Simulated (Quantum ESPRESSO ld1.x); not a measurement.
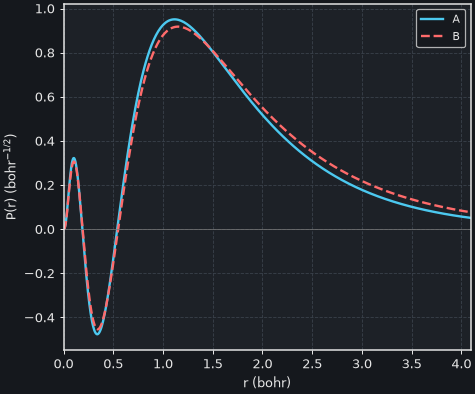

Two nuclei with the same 80 electrons, [Xe] 4f14 5d10 6s2, were computed: Hg; Z = 80.75 with 80 electrons. Level of theory: non-relativistic Kohn-Sham, LDA (Slater exchange, Perdew-Zunger correlation), spin-polarised, spherical densities, point nucleus. Computed with Quantum ESPRESSO ld1.x 7.5.

The plot shows P(r) = r R(r) of the 5d up orbital in both runs.

> Assign A and B.

A is Z = 80.75 with 80 electrons (⟨r⟩ = 1.38 bohr, eigenvalue −22.0 eV); B is Hg (⟨r⟩ = 1.46 bohr, eigenvalue −12.3 eV). The larger nuclear charge pulls the orbital in.
